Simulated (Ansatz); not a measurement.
**How fast states decay through CsLiHfO3**

Aim: relax a made-up compound, CsLiHfO3, and see how good a tunnel barrier it would be. It is built by putting Cs for part of the Li in the Li2HfO3 structure of space group C2/m, with the volume rescaled by atomic radii. The parent structure comes from the Materials Project.

Calculated with Ansatz 0.2.0; PBEsol DFT, plane waves, PAW files, in the first sound run; inputs show where later runs differ.

The structure was built from a prototype and need not be the compound's stable phase.

### Step 1. Set-up

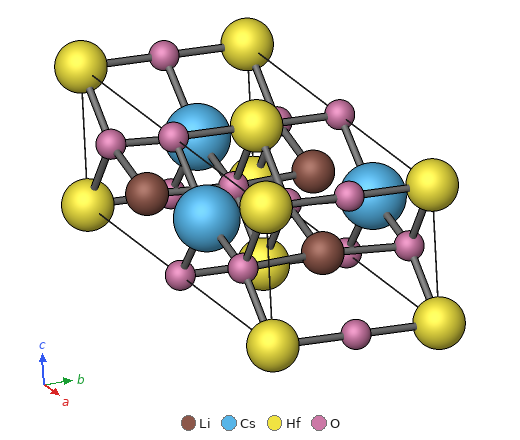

The cell as given, slightly off an axis (lithium brown, caesium blue, hafnium yellow, oxygen pink). This picture shows the conventional cell, with its axes. Some periodic images of atoms are drawn too.

Structure file:

```cif
data_structure
_symmetry_space_group_name_H-M 'P 1'
_symmetry_Int_Tables_number 1
_cell_length_a 5.8315
_cell_length_b 5.8315
_cell_length_c 3.5429
_cell_angle_alpha 100.385
_cell_angle_beta 100.385
_cell_angle_gamma 47.058
_cell_volume 86.47
loop_
_atom_site_label
_atom_site_type_symbol
_atom_site_fract_x
_atom_site_fract_y
_atom_site_fract_z
_atom_site_occupancy
Li1 Li 0.33578 0.33578 0.42138 1
Cs2 Cs 0.66422 0.66422 0.57862 1
Hf3 Hf 0.00000 0.00000 0.00000 1
O4 O 0.14665 0.14665 0.58916 1
O5 O 0.50000 0.50000 0.00000 1
O6 O 0.85335 0.85335 0.41084 1
```

### Step 2. Cell and atoms at rest

The substituted atoms don't fit the parent's cell, so cell and atoms relax together. A small smearing keeps the run stable in case the gap closes on the way.

The input, input.yaml:

```yaml
crystal:
  lattice:
    - [5.3466038923, -2.3280127739, 0.0]
    - [5.3466038923, 2.3280127739, 0.0]
    - [-0.6965791187, 0.0, 3.4737170897]
  atoms:
    - { symbol: Li, position: [0.33577708, 0.33577708, 0.42137845] }
    - { symbol: Cs, position: [0.66422292, 0.66422292, 0.57862155] }
    - { symbol: Hf, position: [0.0, 0.0, 0.0] }
    - { symbol: O, position: [0.14665391, 0.14665391, 0.58915837] }
    - { symbol: O, position: [0.5, 0.5, 0.0] }
    - { symbol: O, position: [0.85334609, 0.85334609, 0.41084163] }
kpoints:
  mp_grid: { grid: [6, 6, 6] }
scf:
  occupations: { method: gaussian, width: 0.03 }
hamiltonian:
  xc: pbesol
output:
  forces: true
  stress: true
relax:
  f_tol: 0.02
  max_steps: 60
  cell: {}
```

Run with:

```console
$ ansatz run input.yaml --threads 2 --pin off --max-ram 4096MiB --backend cpu --events-out ev --progress --plain --runs-dir out
```

Numbers of over 12 decimals in the logs are rounded to 6 here.

What it wrote:

```text
Engine: ansatz 0.2.0, aarch64-unknown-linux-gnu
Pseudopotentials: kind: paw
Pseudopotential: Li, paw, valence charge 3, recommended cutoff 420 eV (normal), Li.paw.azcp
Pseudopotential: Cs, paw, valence charge 9, recommended cutoff 420 eV (normal), Cs.paw.azcp
Pseudopotential: Hf, paw, valence charge 26, recommended cutoff 420 eV (normal), Hf.paw.azcp
Pseudopotential: O, paw, valence charge 6, recommended cutoff 420 eV (normal), O.paw.azcp
Functional definition: PBEsol
  exchange = pbesol_x
  correlation = pbesol_c
Crystal: 6 atoms, lattice volume = 86.474 Å³
Basis set: ecut = 420 eV, 1697 PW (Γ), exchange–correlation on 80×80×48 points (8 copies of the dense FFT grid, shifted against one another)
Bands: 34, of which v1, the nominal top of the filled ones, is band 28 counted from 1 (27 counted from 0)
Symmetry: 2 space group operations
Space group: Cm (ITA 8), of the structure as read, at distance tolerance 4.4e-5 Å
k-points: 68 of 216 (time reversal used)
Non-local potential: Li, projectors of the file, l = 0: 3, l = 1: 2, l = 2: 1
Non-local potential: Cs, projectors of the file, l = 0: 3, l = 1: 2, l = 2: 2, l = 3: 2
Non-local potential: Hf, projectors of the file, l = 0: 3, l = 1: 2, l = 2: 2, l = 3: 3
Non-local potential: O, projectors of the file, l = 0: 2, l = 1: 2, l = 2: 1
PAW form: soft (Blöchl's): semilocal exchange-correlation on the pseudo side does not see the compensation charge
PAW frozen core: Cs, regenerated for the run's functional, and the local potential with it (the file was generated under x = pbe(κ = 0.804, μ = 0.219515), c = pbe(β = 0.066725))
PAW frozen core: Hf, regenerated for the run's functional, and the local potential with it (the file was generated under x = pbe(κ = 0.804, μ = 0.219515), c = pbe(β = 0.066725))
PAW frozen core: O, regenerated for the run's functional, and the local potential with it (the file was generated under x = pbe(κ = 0.804, μ = 0.219515), c = pbe(β = 0.066725))
PAW one-centre angular grid: Li, 110 points (default); XC on 64 Gauss nodes
PAW one-centre angular grid: Cs, 194 points (default); XC on 64 Gauss nodes
PAW one-centre angular grid: Hf, 590 points (default); XC on 64 Gauss nodes
PAW one-centre angular grid: O, 110 points (default); XC on 64 Gauss nodes
Initial density: superposition of atomic densities (neutral atoms: chi_scale 0, normalization atom), corrected by the library's trained network
Initial wavefunctions: pseudopotential atomic-orbital guess
Functional: x = pbesol(κ = 0.804, μ = 0.123457), c = pbesol(β = 0.046)
SCF iter   1: F=—  HF=-23070.449041 eV  |F-HF|=—  |Δ(HF+E_count)|=         —  Δρ=1.51e-2  dr2=2.06e-1  ethr=1.77e-3  ⟨swp⟩=6.1  Hψ=9044  notcnv=0
preconditioner: auto → LDOS  [metal: Δε(μ)=0.019 eV  Ē_g=12.739 eV  σ=0.030 eV  W_gap=0.32  n_scr=26 (ndim 8)  ℏωp=27.1 eV  f_vac=0.046  D(μ)=2.09/eV (n_scr^D=10)  β→1.0]
SCF iter   2: F=—  HF=-23070.531254 eV  |F-HF|=—  |Δ(HF+E_count)|=   8.22e-2  Δρ=2.84e-2  dr2=6.50e-1  ethr=3.68e-4  ⟨swp⟩=2.7  Hψ=4760  notcnv=0  defer=97  recentre
SCF iter   3: F=—  HF=-23070.407169 eV  |F-HF|=—  |Δ(HF+E_count)|=   1.24e-1  Δρ=6.42e-3  dr2=4.52e-2  ethr=3.68e-4  ⟨swp⟩=2.3  Hψ=4018  notcnv=0  defer=97
SCF iter   4: F=—  HF=-23070.398546 eV  |F-HF|=—  |Δ(HF+E_count)|=   8.62e-3  Δρ=4.20e-3  dr2=1.59e-2  ethr=8.08e-5  ⟨swp⟩=2.0  Hψ=3863  notcnv=0  defer=98
SCF iter   5: F=—  HF=-23070.395747 eV  |F-HF|=—  |Δ(HF+E_count)|=   2.80e-3  Δρ=3.18e-3  dr2=7.89e-3  ethr=2.84e-5  ⟨swp⟩=2.0  Hψ=3069  notcnv=0  defer=98
SCF iter   6: F=—  HF=-23070.394167 eV  |F-HF|=—  |Δ(HF+E_count)|=   1.58e-3  Δρ=1.85e-3  dr2=2.55e-3  ethr=1.41e-5  ⟨swp⟩=2.0  Hψ=2521  notcnv=0  defer=98
SCF iter   7: F=—  HF=-23070.393846 eV  |F-HF|=—  |Δ(HF+E_count)|=   3.20e-4  Δρ=3.00e-4  dr2=5.66e-5  ethr=4.56e-6  ⟨swp⟩=2.0  Hψ=3384  notcnv=0  defer=98
SCF iter   8: F=—  HF=-23070.393808 eV  |F-HF|=—  |Δ(HF+E_count)|=   3.83e-5  Δρ=9.31e-5  dr2=7.87e-6  ethr=1.01e-7  ⟨swp⟩=2.0  Hψ=3978  notcnv=0  defer=98
SCF iter   9: F=—  HF=-23070.393808 eV  |F-HF|=—  |Δ(HF+E_count)|=   3.84e-7  Δρ=1.84e-5  dr2=1.96e-7  ethr=1.41e-8  ⟨swp⟩=2.0  Hψ=3977  notcnv=0  defer=98
SCF iter  10: F=—  HF=-23070.393808 eV  |F-HF|=—  |Δ(HF+E_count)|=   4.02e-8  Δρ=9.90e-6  dr2=1.11e-7  ethr=1.79e-10  ⟨swp⟩=5.2  Hψ=8818  notcnv=0
SCF iter  11: F=-23070.393808 eV  HF=-23070.393808 eV  |F-HF|=4.08e-9  |Δ(HF+E_count)|=   3.33e-8  Δρ=3.31e-6  dr2=6.04e-9  ethr=1.79e-10  ⟨swp⟩=4.4  Hψ=7805  notcnv=0
SCF 1 converged in 11 iterations: F = -23070.393808 eV  dr2 = 6.04e-9
  greatest PAW one-centre occupation: 0.999 electrons in one spin orbital (limit 2), on the Li atom at site 0 (counted from 0), in its partial waves of l = 0
relax step   1: F+E_penalty+E_count = -23070.39380770 eV  Δ(F+E_penalty+E_count) = +0.000e0 eV  max|allowed force component| = 7.461e0 eV/Å  Δτ_max = 0.0000 Å  P = +6.330 GPa  Ω = 86.474 Å³  (11 SCF iters, dr2 threshold 1.00e-7 eV, accepted)
Crystal: 6 atoms, lattice volume = 87.701 Å³
Basis set: ecut = 420 eV, 1707 PW (Γ), exchange–correlation on 80×80×48 points (8 copies of the dense FFT grid, shifted against one another)
Initial density: handed on by an earlier stage of this run
Initial wavefunctions: those handed on with the density
iter 1 solved again at ethr=4.66e-4 eV; its pass at ethr=3.10e-3 eV (dr2=2.61e-1 eV) is discarded
SCF iter   1: F=—  HF=-23072.607157 eV  |F-HF|=—  |Δ(HF+E_count)|=         —  Δρ=2.06e-2  dr2=2.65e-1  ethr=4.66e-4  ⟨swp⟩=1.1  Hψ=11237  notcnv=0
preconditioner: auto → Resta (q_TF=auto, 2.532 Å⁻¹)  ε∞=5.3  [insulator: Δε(μ)=0.487 eV  Ē_g=12.982 eV  σ=0.030 eV  W_gap=1.00  n_scr=26 (ndim 8)  ℏωp=26.9 eV  f_vac=0.049  D(μ)=0.00/eV (n_scr^D=0)  ε∞_Penn≈5.3]
SCF iter   2: F=—  HF=-23072.553868 eV  |F-HF|=—  |Δ(HF+E_count)|=   5.33e-2  Δρ=9.53e-3  dr2=4.62e-2  ethr=4.66e-4  ⟨swp⟩=2.2  Hψ=3970  notcnv=0  defer=1
SCF iter   3: F=—  HF=-23072.546040 eV  |F-HF|=—  |Δ(HF+E_count)|=   7.83e-3  Δρ=4.31e-3  dr2=1.21e-2  ethr=8.25e-5  ⟨swp⟩=2.1  Hψ=4285  notcnv=0  defer=43
SCF iter   4: F=—  HF=-23072.544423 eV  |F-HF|=—  |Δ(HF+E_count)|=   1.62e-3  Δρ=1.11e-3  dr2=8.81e-4  ethr=2.16e-5  ⟨swp⟩=2.1  Hψ=3775  notcnv=0  defer=69
SCF iter   5: F=—  HF=-23072.544336 eV  |F-HF|=—  |Δ(HF+E_count)|=   8.72e-5  Δρ=5.46e-4  dr2=2.77e-4  ethr=1.57e-6  ⟨swp⟩=2.0  Hψ=3782  notcnv=0  defer=69
SCF iter   6: F=—  HF=-23072.544286 eV  |F-HF|=—  |Δ(HF+E_count)|=   5.01e-5  Δρ=2.03e-4  dr2=4.86e-5  ethr=4.94e-7  ⟨swp⟩=2.3  Hψ=3428  notcnv=0  defer=69
SCF iter   7: F=—  HF=-23072.544283 eV  |F-HF|=—  |Δ(HF+E_count)|=   2.70e-6  Δρ=1.01e-4  dr2=9.20e-6  ethr=8.68e-8  ⟨swp⟩=2.0  Hψ=3540  notcnv=0  defer=69
[...]
relax step  15: F+E_penalty+E_count = -23077.23166290 eV  Δ(F+E_penalty+E_count) = -3.044e-1 eV  max|allowed force component| = 4.563e-2 eV/Å  Δτ_max = 0.0000 Å  P = +3.291 GPa  Ω = 87.892 Å³  stress off target by 8.77e0 GPa  SCF on the basis re-selected at this cell (its energy is not comparable with the rows above)  (11 SCF iters)
relax step  16: F+E_penalty+E_count = -23077.34948581 eV  Δ(F+E_penalty+E_count) = -1.178e-1 eV  max|allowed force component| = 2.143e-1 eV/Å  Δτ_max = 0.0472 Å  P = +1.049 GPa  Ω = 90.799 Å³  energy of the carried Pulay correction = -9.913e-3 eV  (7 SCF iters, dr2 threshold 6.00e-7 eV, accepted)
relax step  17: F+E_penalty+E_count = -23077.36808951 eV  Δ(F+E_penalty+E_count) = -1.860e-2 eV  max|allowed force component| = 6.769e-2 eV/Å  Δτ_max = 0.0636 Å  P = -0.402 GPa  Ω = 93.283 Å³  energy of the carried Pulay correction = -2.044e-2 eV  (7 SCF iters, dr2 threshold 6.00e-7 eV, accepted)
relax step  18: F+E_penalty+E_count = -23077.37529383 eV  Δ(F+E_penalty+E_count) = -7.204e-3 eV  max|allowed force component| = 1.884e-1 eV/Å  Δτ_max = 0.0156 Å  P = +0.069 GPa  Ω = 92.400 Å³  energy of the carried Pulay correction = -1.649e-2 eV  (6 SCF iters, dr2 threshold 6.00e-7 eV, accepted)
relax step  19: F+E_penalty+E_count = -23077.37563465 eV  Δ(F+E_penalty+E_count) = -3.408e-4 eV  max|allowed force component| = 9.954e-2 eV/Å  Δτ_max = 0.0149 Å  P = +0.077 GPa  Ω = 92.425 Å³  energy of the carried Pulay correction = -1.662e-2 eV  (6 SCF iters, dr2 threshold 6.00e-7 eV, accepted)
relax step  20: F+E_penalty+E_count = -23077.37641205 eV  Δ(F+E_penalty+E_count) = -7.774e-4 eV  max|allowed force component| = 1.178e-2 eV/Å  Δτ_max = 0.0077 Å  P = -0.008 GPa  Ω = 92.450 Å³  energy of the carried Pulay correction = -1.671e-2 eV  (5 SCF iters, dr2 threshold 6.00e-7 eV, accepted)
relax step  21: F+E_penalty+E_count = -23077.40714199 eV  Δ(F+E_penalty+E_count) = -3.073e-2 eV  max|allowed force component| = 1.240e-2 eV/Å  Δτ_max = 0.0000 Å  P = +0.223 GPa  Ω = 92.450 Å³  stress off target by 8.39e-1 GPa  SCF on the basis re-selected at this cell (its energy is not comparable with the rows above)  (9 SCF iters)
relax step  22: F+E_penalty+E_count = -23077.40850461 eV  Δ(F+E_penalty+E_count) = -1.363e-3 eV  max|allowed force component| = 6.746e-3 eV/Å  Δτ_max = 0.0204 Å  P = +0.004 GPa  Ω = 92.855 Å³  energy of the carried Pulay correction = -1.185e-3 eV  (6 SCF iters, dr2 threshold 6.00e-7 eV, accepted)
relax step  23: F+E_penalty+E_count = -23077.40842186 eV  Δ(F+E_penalty+E_count) = +8.275e-5 eV  max|allowed force component| = 1.329e-2 eV/Å  Δτ_max = 0.0049 Å  P = +0.027 GPa  Ω = 92.906 Å³  energy of the carried Pulay correction = -1.337e-3 eV  (6 SCF iters, dr2 threshold 1.19e-8 eV, accepted)
relax step  24: F+E_penalty+E_count = -23077.41000830 eV  Δ(F+E_penalty+E_count) = -1.586e-3 eV  max|allowed force component| = 1.335e-2 eV/Å  Δτ_max = 0.0000 Å  P = +0.035 GPa  Ω = 92.906 Å³  stress off target by 1.17e-1 GPa  SCF on the basis re-selected at this cell (its energy is not comparable with the rows above)  (6 SCF iters)
relax step  25: F+E_penalty+E_count = -23077.41001132 eV  Δ(F+E_penalty+E_count) = -3.024e-6 eV  max|allowed force component| = 7.158e-4 eV/Å  Δτ_max = 0.0054 Å  P = +0.003 GPa  Ω = 92.934 Å³  energy of the carried Pulay correction = -7.863e-5 eV  (5 SCF iters, dr2 threshold 3.44e-8 eV, accepted)
iter 1 solved again at ethr=1.88e-7 eV; its pass at ethr=3.10e-3 eV (dr2=1.05e-4 eV) is discarded
SCF iter   1: F=—  HF=-23077.410140 eV  |F-HF|=—  |Δ(HF+E_count)|=         —  Δρ=2.95e-5  dr2=5.53e-8  ethr=1.88e-7  ⟨swp⟩=3.0  Hψ=15725  notcnv=0
eigensolver tolerance schedule: the retry pair's looser diagonalisation over-reported the residual by 1902.52 of it (diagonalisation noise at 0.13 of the residual, at the tolerance the schedule requests for it); recorded, not acted on — ethr = c·dr2/N_el stays at c = 1.0e-1
SCF iter   2: F=—  HF=-23077.410128 eV  |F-HF|=—  |Δ(HF+E_count)|=   1.22e-5  Δρ=1.50e-5  dr2=1.82e-8  ethr=9.88e-11  ⟨swp⟩=2.9  Hψ=4841  notcnv=0
SCF iter   3: F=—  HF=-23077.410130 eV  |F-HF|=—  |Δ(HF+E_count)|=   2.28e-6  Δρ=2.26e-6  dr2=4.03e-9  ethr=3.24e-11  ⟨swp⟩=2.0  Hψ=3809  notcnv=0
SCF iter   4: F=—  HF=-23077.410130 eV  |F-HF|=—  |Δ(HF+E_count)|=   6.27e-9  Δρ=1.05e-6  dr2=4.39e-10  ethr=7.19e-12  ⟨swp⟩=2.0  Hψ=3790  notcnv=0
SCF iter   5: F=—  HF=-23077.410130 eV  |F-HF|=—  |Δ(HF+E_count)|=   7.09e-9  Δρ=4.28e-7  dr2=1.31e-10  ethr=1.00e-12  ⟨swp⟩=2.0  Hψ=3810  notcnv=0
SCF iter   6: F=-23077.410130 eV  HF=-23077.410130 eV  |F-HF|=2.18e-11  |Δ(HF+E_count)|=  3.06e-10  Δρ=1.68e-7  dr2=1.84e-11  ethr=1.00e-12  ⟨swp⟩=4.8  Hψ=8105  notcnv=0
SCF 26 converged in 6 iterations: F = -23077.410130 eV  dr2 = 1.84e-11
relax step  26: F+E_penalty+E_count = -23077.41012987 eV  Δ(F+E_penalty+E_count) = -1.186e-4 eV  max|allowed force component| = 7.359e-4 eV/Å  Δτ_max = 0.0000 Å  P = +0.004 GPa  Ω = 92.934 Å³  stress off target by 2.23e-2 GPa  SCF on the basis re-selected at this cell (its energy is not comparable with the rows above)  (6 SCF iters)
basis re-selected at this cell: Δ(F+E_penalty+E_count) = -1.186e-4 eV, ΔP = +0.000 GPa vs the last step (what re-selecting the basis moved, of the pressure what is left beyond the Pulay correction that the steps carried, after the strain that the cell walked since its last selection, with what the two solves' SCF thresholds leave and, on support functions, any second-order correction that the steps lacked; it is no m [...]
SCF converged after 6 iterations
Free energy (F): -23077.410130 eV
Harris-Foulkes:  -23077.410130 eV  (|F-HF|=2.18e-11)
Internal energy: -23077.410130 eV  (E = F + TS)
E sigma→0 (E₀):  -23077.410130 eV
Fermi energy:    10.016880 eV
--- Per-component energies (eV) ---
  E_band       = -259.881703
  E_kinetic    = 1113.208686
  E_local      = -10748.466622  (includes V_loc(G=0)·N_el)
  E_nonlocal   = -1094.012498
  E_hartree    = 4939.466722
  E_xc         = -702.336540
  E_vxc        = -690.074967  (∫ρ·V_xc dr)
  E_paw        = -12267.065295  (= ΣΔE_a)
  E_vpaw       = 1280.522915  (= ΣTr[D̂ρ^β])
  E_aug_tail   = 0.007320  (compensation charges beyond the density's cutoff)
  E_ewald      = -4319.713018
  E_core_change = 1.501115  (= ΣΔE_core)
  E_smearing   = -0.000000  (= −TS)
  E_closure    = 0.000000  (closes the sum)
  Σ components = -23077.410130   (vs F -23077.410130, Δ=0.00e0)
--- Forces (eV/Å), atoms counted from 1 ---
  atom   1  Li     0.00024113     0.00000000     0.00026497
  atom   2  Cs    -0.00039754     0.00000000     0.00063351
  atom   3  Hf    -0.00056717     0.00000000    -0.00073583
  atom   4  O      0.00035989     0.00000000    -0.00060625
  atom   5  O     -0.00031093    -0.00000000    -0.00021897
  atom   6  O      0.00067441     0.00000000     0.00066286
  max |Σ_I F_I| component: 2.95e-7 eV/Å
--- Stress (GPa, compression-positive) ---
       -0.001738       0.000000       0.016918
        0.000000       0.001940       0.000000
        0.016916       0.000000       0.010366
  P = ⅓ Tr σ = 0.0035 GPa (0.035 kbar)
--- Relaxed structure (22 steps of the walk, 22 accepted, 4 SCFs on fresh bases) ---
  F+E_penalty+E_count = -23077.41012987 eV   max|allowed force component| = 7.359e-4 eV/Å   (the final SCF, on the basis selected at the relaxed cell)
  cell:  # Å, volume = 92.9338 Å³
    - [6.868301, -2.056146, 0.792135]
    - [6.868301, 2.056146, 0.792135]
    - [-0.380178, 0, 3.246489]
  atoms:
    - { symbol: Li, position: [0.397230, 0.397230, 0.416411] }
    - { symbol: Cs, position: [0.695672, 0.695672, 0.915645] }
    - { symbol: Hf, position: [-0.017891, -0.017891, -0.082832] }
    - { symbol: O, position: [0.078694, 0.078694, 0.417617] }
    - { symbol: O, position: [0.464969, 0.464969, -0.083111] }
    - { symbol: O, position: [0.881327, 0.881327, 0.416269] }
```

The job ended after 5.2 min (2 threads of Arm Neoverse V1, shared host; peak memory 0.45 GiB).

Relaxation path (22 of 26):

```csv
step,energy less that of the first step (eV),largest force component (eV/Å),pressure (GPa),volume (Å³)
1,0.0000,7.4613,6.33,86.47
2,-2.1505,4.2766,1.50,87.70
3,-3.8294,1.3454,4.02,86.73
5,-5.4023,0.9189,0.62,89.35
6,-6.0066,0.7923,0.60,89.09
7,-6.4115,0.3244,1.79,88.54
8,-6.4887,0.3985,0.29,88.58
9,-6.5239,0.3099,0.64,87.45
11,-6.5327,0.0831,0.09,87.95
12,-6.5332,0.0372,0.07,87.88
13,-6.5334,0.0081,0.00,87.90
14,-6.5334,0.0060,0.01,87.89
15*,-6.8379,0.0456,3.29,87.89
16,-6.9557,0.2143,1.05,90.80
18,-6.9815,0.1884,0.07,92.40
19,-6.9818,0.0995,0.08,92.43
20,-6.9826,0.0118,-0.01,92.45
21*,-7.0133,0.0124,0.22,92.45
22,-7.0147,0.0067,0.00,92.86
24*,-7.0162,0.0133,0.04,92.91
25,-7.0162,0.0007,0.00,92.93
26*,-7.0163,0.0007,0.00,92.93
```

Relaxation steps marked * repeat the geometry before them on a plane-wave basis chosen anew for their cell, so energy and pressure can jump there. Other such steps can lie between the rows shown.

Forces are held to the 2 operations that the run works with; a distortion that breaks them can't arise in this run.

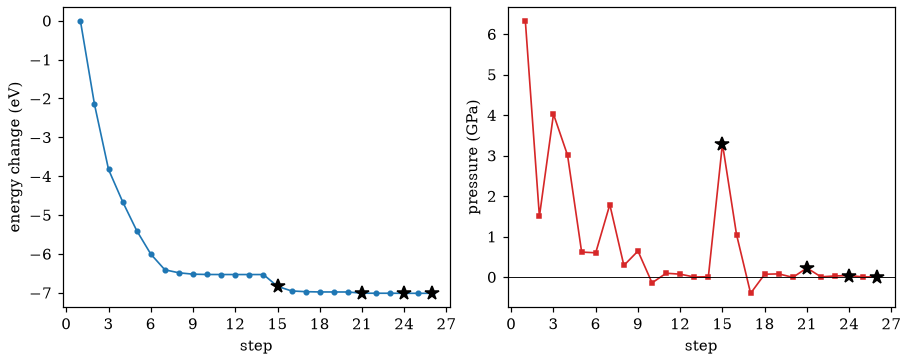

Energy and pressure along the relaxation. Stars mark steps on a basis chosen anew.

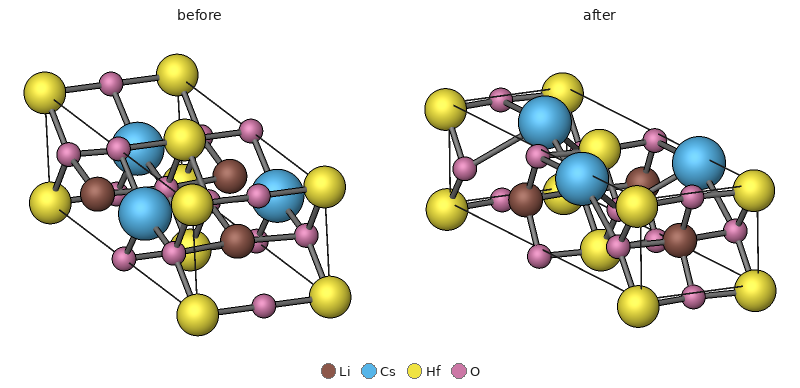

Before and after, at one scale.

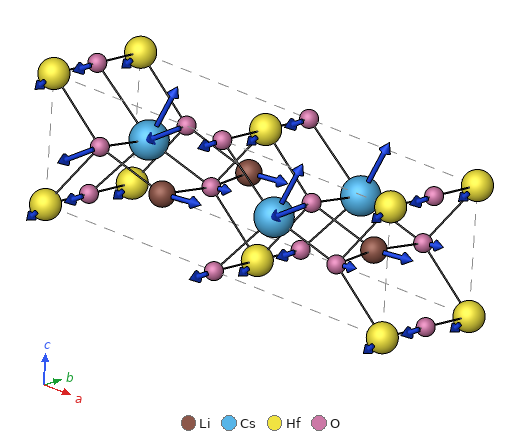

Displacements in the relaxation, exaggerated, measured against the changing cell; the longest in the cell stands for 1.18 Å. Some periodic images of atoms are drawn too.

```csv
cell as run,before,after,change
a (Å),5.831,7.213,+23.7 %
b (Å),5.831,7.213,+23.7 %
c (Å),3.543,3.269,-7.7 %
α (°),100.39,90.10,-10.2 %
β (°),100.39,90.10,-10.2 %
γ (°),47.06,33.12,-29.6 %
volume (Å³/atom),14.41,15.49,+7.5 %
```

The atoms that moved most (Å, as changes of fractional coordinates times the final cell):

```csv
atom,dx,dy,dz,length
Cs2,0.304,0.000,1.144,1.184
O4,-0.868,0.000,-0.665,1.093
Li1,0.846,0.000,0.081,0.850
O5,-0.450,0.000,-0.325,0.555
O6,0.382,0.000,0.062,0.387
Hf3,-0.214,0.000,-0.297,0.366
```

Final coordinates:

```xyz
6
Lattice="6.8683 -2.0561 0.7921 6.8683 2.0561 0.7921 -0.3802 0.0000 3.2465" Properties=species:S:1:pos:R:3 pbc="T T T"
Li    5.2983    0.0000    1.9812
Cs    9.2081    0.0000    4.0748
Hf   -0.2143    0.0000   -0.2973
O     0.9222    0.0000    1.4805
O     6.4187    0.0000    0.4668
O    11.9482    0.0000    2.7477
```

This step gave:

```
free energy  : -23077.4101 eV
Fermi energy : 10.02 eV
pressure     : 0.003523 GPa
```

The largest force component on a free atom ends at 7.4e-4 eV/Å.

[end of part 1 of 3]

[Logs are printed without paths, hosts, clocks, repeated set-up lines and the standing remarks that a program may print on its own settings, such as how far it seeks lower states.]

[Hosts, paths, dates, database ids (printed as entryN), source tags and the programs' standing remarks are cut or masked in the printed files.]
